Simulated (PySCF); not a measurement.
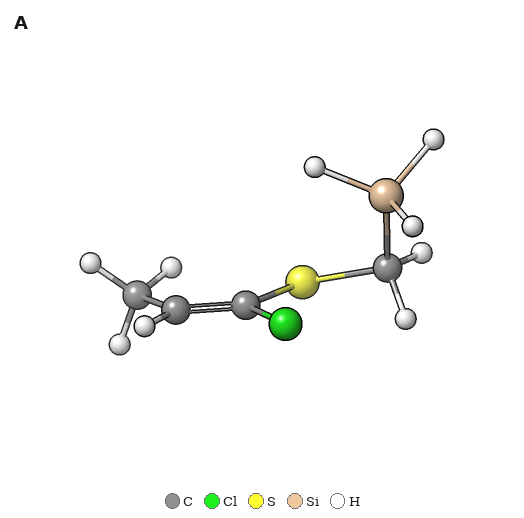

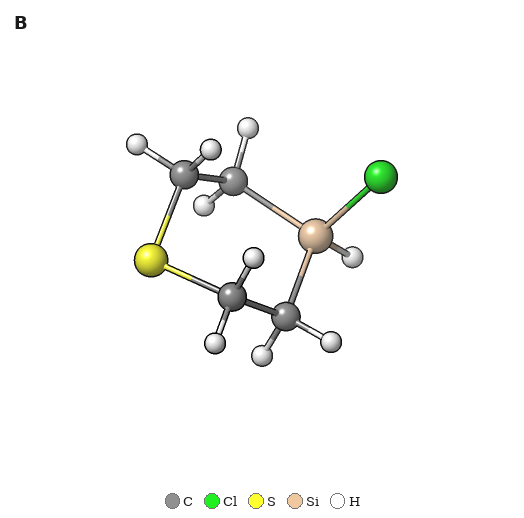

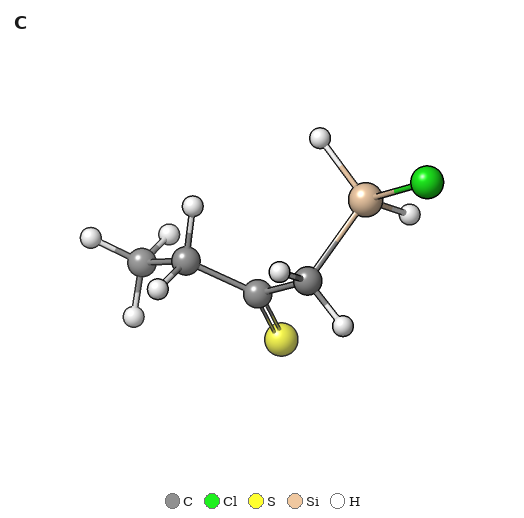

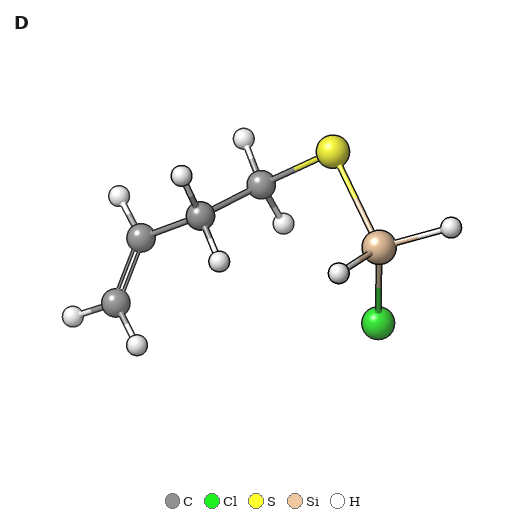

4 stationary structures of one formula. Geometries: GFN2-xTB. Electronic energies: PBE0/pcSseg-1 (PySCF 2.14.0), without zero-point energy. No frequency run is at hand to confirm each as a minimum. Each is one conformer, not always the lowest.

> Rank them by energy, lowest first.

B is lowest; D lies 72.5 kJ/mol above it, C lies 83.7 kJ/mol above it, A lies 287.1 kJ/mol above it. A is `C/C=C(/Cl)SC[SiH3]`, B is `Cl[SiH]1CCSCC1`, C is `CCC(=S)C[SiH2]Cl`, D is `C=CCCS[SiH2]Cl`.

The geometry is semi-empirical. Around Si such bond lengths and angles can be off by a tenth of an ångström or more and by several degrees, and values that hang on the shape move with them.
